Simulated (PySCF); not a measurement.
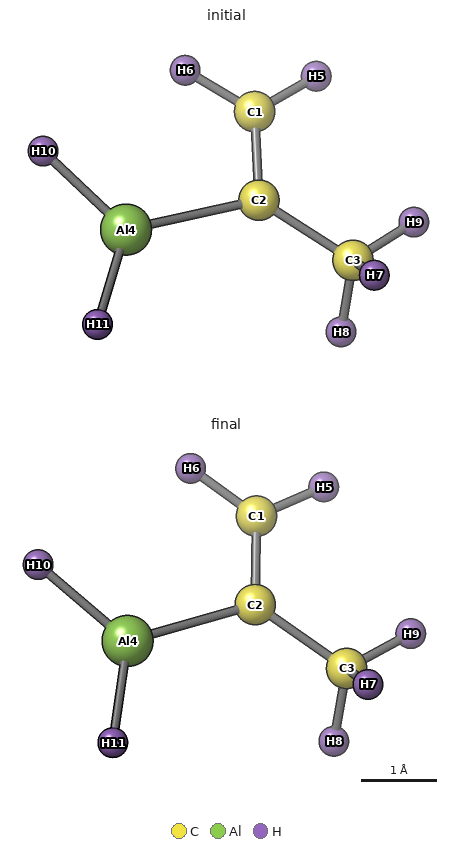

The structure of C$_{3}$H$_{7}$Al before (top) and after (bottom) a relaxation, at one scale.

A ball-and-stick model, seen at a tilt.

The start comes from GFN2-xTB.

Computed with PySCF, PBE0-D3(BJ)/def2-SVP geometry optimisation, gas phase. 

What changed between the two?

H11 moves most after the best rigid fit: 0.24 Å. By element the largest moves are H 0.24 Å, C 0.09 Å, Al 0.04 Å. Some distances before and after: Al4–H10 1.552 → 1.592 Å, Al4–H11 1.555 → 1.594 Å, C2–Al4 1.990 → 1.954 Å, C1–H5 1.083 → 1.100 Å. Bond angles that change, for instance: C1–C2–Al4 108.2° → 114.9°, C3–C2–Al4 130.0° → 124.1°, C2–Al4–H11 125.8° → 121.7°. The energy falls by 9.42 kJ/mol in 5 geometry steps. Largest force component: 0.9 eV/Å at the start, 0.015 eV/Å at the end.
